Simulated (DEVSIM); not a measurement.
Device: abrupt Si p-n junction, at 300 K.

```
layer (left to right)  material  thickness (μm)  Nd (cm⁻³)  Na (cm⁻³)  τn (s)  τp (s)
---------------------  --------  --------------  ---------  ---------  ------  ------
1                            Si           0.230          -     1.3e17  1.7e-8  5.7e-7
2                            Si            4.40     8.5e17          -  5.7e-7  5.7e-7
```

Left contact: ohmic. Right contact: ohmic. Voltage is applied to the left contact. Recombination: SRH at mid-gap, Auger. Gap narrowing is on: ΔEg = 6.92 meV × (l + √(l² + 0.5)), l = ln(N/1.3e17 cm⁻³), shared equally by both band edges. Mobility is μmin + (μ − μmin)/(1 + (N/Nref)^α).

The device is made up for the run: typed textbook-type constants, with dimensions and the other settings drawn at random. Values at 300 K.

```csv
parameter,Si
gap (eV),1.124
affinity (eV),4.05
permittivity,11.7
Nc (cm⁻³),2.86e19
Nv (cm⁻³),3.1e19
μn (cm²/Vs),1417
μp (cm²/Vs),470
"μn,min",52
"μp,min",45
"Nref,n",9.7e16
"Nref,p",2.2e17
αn,0.68
αp,0.72
Cn (cm⁶/s),2.8e-31
Cp (cm⁶/s),9.9e-32
```

Simulated with DEVSIM: 1D drift-diffusion, Boltzmann statistics, complete ionisation; no tunnelling, impact ionisation, image-force lowering or self-heating.

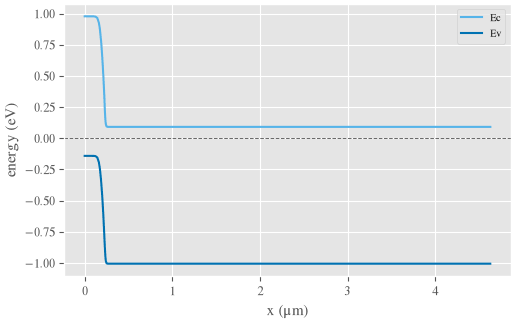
Figure: Band edges at zero bias

Energies count from the Fermi level of the right contact; mesh points crowd at the junctions.

| x (μm) | Ec (eV) | Ev (eV) | n (cm⁻³) | p (cm⁻³) | field (V/cm) |
|---|---|---|---|---|---|
| 0.000 | 0.978 | -0.142 | 1100 | 1.3e17 | ≈ 0 |
| 0.01739 | 0.978 | -0.142 | 1100 | 1.3e17 | ≈ 0 |
| 0.04465 | 0.978 | -0.142 | 1100 | 1.3e17 | ≈ 0 |
| 0.08736 | 0.977 | -0.142 | 1100 | 1.3e17 | -93 |
| 0.1615 | 0.926 | -0.193 | 7800 | 1.8e16 | -34000 |
| 0.1974 | 0.680 | -0.439 | 1.1e8 | 1.3e12 | -100000 |
| 0.2203 | 0.388 | -0.731 | 8.8e12 | 1.6e7 | -150000 |
| 0.2406 | 0.114 | -0.983 | 3.5e17 | 940 | -46000 |
| 0.2672 | 0.091 | -1.006 | 8.5e17 | 390 | -160 |
| 0.3138 | 0.091 | -1.006 | 8.5e17 | 390 | ≈ 0 |
| 0.3960 | 0.091 | -1.006 | 8.5e17 | 390 | ≈ 0 |
| 0.6153 | 0.091 | -1.006 | 8.5e17 | 390 | ≈ 0 |
| 0.9265 | 0.091 | -1.006 | 8.5e17 | 390 | ≈ 0 |
| 1.474 | 0.091 | -1.006 | 8.5e17 | 390 | ≈ 0 |
| 2.837 | 0.091 | -1.006 | 8.5e17 | 390 | ≈ 0 |
| 3.621 | 0.091 | -1.006 | 8.5e17 | 390 | ≈ 0 |
| 4.067 | 0.091 | -1.006 | 8.5e17 | 390 | ≈ 0 |
| 4.321 | 0.091 | -1.006 | 8.5e17 | 390 | ≈ 0 |
| 4.493 | 0.091 | -1.006 | 8.5e17 | 390 | ≈ 0 |
| 4.563 | 0.091 | -1.006 | 8.5e17 | 390 | ≈ 0 |
| 4.602 | 0.091 | -1.006 | 8.5e17 | 390 | ≈ 0 |
| 4.630 | 0.091 | -1.006 | 8.5e17 | 390 | ≈ 0 |
